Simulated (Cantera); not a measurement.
Input: 1 mol trisilylamine, 3.6 mol N₂, held at 0.100 bar.

Equilibrium computed with Cantera from the NASA thermochemical tables; the gas is ideal and each condensed phase is pure. Candidate condensed phases: Si, Si₃N₄; 18 gas species. The feed counts by its element totals alone. Mutual solubility and eutectic melting of coexisting phases are not modelled. The tables' values for SiN are old estimates; treat these amounts as uncertain. Gases not in the tables: Si₂H₆ and higher silanes. Kinetics and transport are ignored.

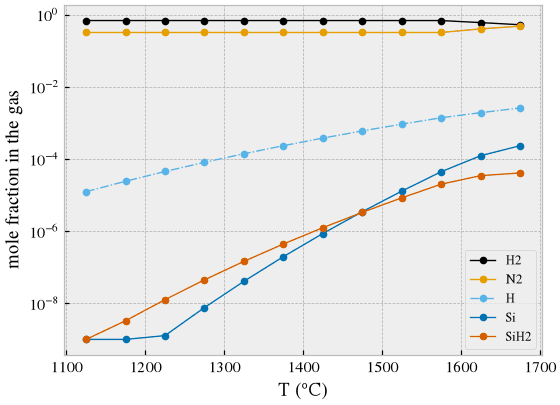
Figure: Equilibrium gas composition (values under 1e-9 drawn at 1e-9)

From 1125 °C to 1575 °C the condensed part is Si₃N₄(s). At 1625 °C the condensed part is Si(l) + Si₃N₄(s). At 1675 °C the condensed part is Si(l).
